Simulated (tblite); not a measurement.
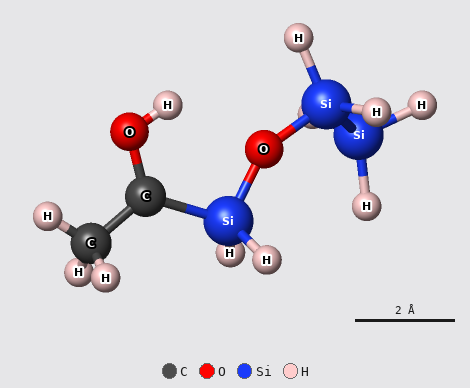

The input geometry (ball-and-stick view, seen at a tilt).

## C₂H₁₁O₂Si₃: frequency calculation

C₂H₁₁O₂Si₃, multiplicity 2, SMILES C[C](O)[SiH2]O[SiH2][SiH3], computed with GFN2-xTB harmonic vibrations, gas phase (tblite 0.8.0).

It belongs to a series of runs on one base structure; here: H added to O.

### Log
```
mode    cm-1     km/mol
  1     -90.2      0.86
  2       5.5      0.14
  3      25.0      0.09
  4      39.3      0.16
  5      52.9      0.33
  6      76.1      0.36
  7     126.0      3.12
  8     192.7     11.81
  9     227.1      0.93
 10     264.2      2.50
 11     369.4     52.69
 12     389.4      0.38
 13     445.2     42.55
 14     476.7      1.80
 15     476.9     22.79
 16     483.6      0.83
 17     546.5     52.12
 18     559.3     99.17
 19     583.5     20.13
 20     636.6     88.47
 21     654.8     20.50
 22     719.8   1217.19
 23     762.3    283.42
 24     792.8    219.22
 25     806.3    109.42
 26     821.5    181.19
 27     826.1    183.43
 28     827.9    116.31
 29     990.1      0.86
 30     998.1      0.52
 31    1044.2    624.63
 32    1114.5    134.99
 33    1279.8     35.65
 34    1342.5    118.32
 35    1387.2      9.12
 36    1458.4     12.13
 37    1477.5      0.11
 38    2154.0    288.10
 39    2167.4    281.20
 40    2194.6     78.45
 41    2206.9     65.95
 42    2213.3    675.16
 43    2217.2    369.32
 44    2221.9    364.28
 45    2962.1     24.87
 46    2987.5     23.44
 47    3045.0     14.65
 48    3489.2     36.69
```

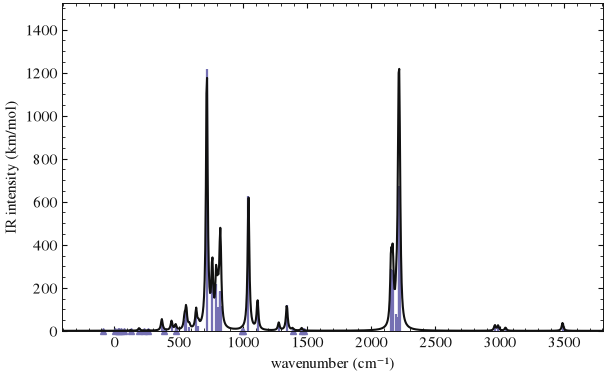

Harmonic infrared spectrum, unscaled: sticks (degenerate modes added up, dark ones marked on the axis) with a Lorentzian envelope of 16 cm⁻¹ full width, scaled to the tallest stick; imaginary modes are drawn at negative wavenumbers. 48 modes from 90i to 3489 cm⁻¹, 1 imaginary beyond 8i (90i cm⁻¹): not a clean minimum; so soft a mode can be a shallow saddle, an incomplete relaxation or noise of the force constants. The strongest line is at 720 cm⁻¹ (1217 km/mol).

The run was set up as follows.

### Input
```
{"job": {"kind": "ir", "xc": "GFN2-xTB", "basis": "xTB"}, "charge": 0, "multiplicity": 2}
C     -3.391788    -0.287582     0.694243
C     -2.112279    -0.057170    -0.030362
O     -2.165781    -0.340637    -1.365643
Si    -0.561342     0.558627     0.759617
O      0.447799     0.596985    -0.525113
Si     1.938789     0.788707    -1.146330
Si     3.456802    -0.393152     0.112627
H     -3.741913     0.632505     1.163659
H     -3.258138    -1.022392     1.489068
H     -4.150613    -0.644207     0.002336
H     -1.298364    -0.152384    -1.747003
H      0.028622    -0.347057     1.755701
H     -0.631194     1.918827     1.307812
H      2.163922     2.238850    -1.202816
H      1.733572     0.314041    -2.522676
H      3.338793    -0.169028     1.559592
H      3.362533    -1.847709    -0.068491
H      4.831821    -0.027561    -0.247878
```

The first line tells a small driver script what to run in tblite; the rest is the geometry in Å.

Launch command:
```bash
OMP_NUM_THREADS=1 python <driver script> task.json out
```

### Summary

- outcome: converged
- total energy: −632.5825 eV
- zero-point energy: 73.1070 kcal/mol
- hardware: 1 CPU thread, shared host
- wall time: 0.71 s
- peak memory: 0.18 GiB
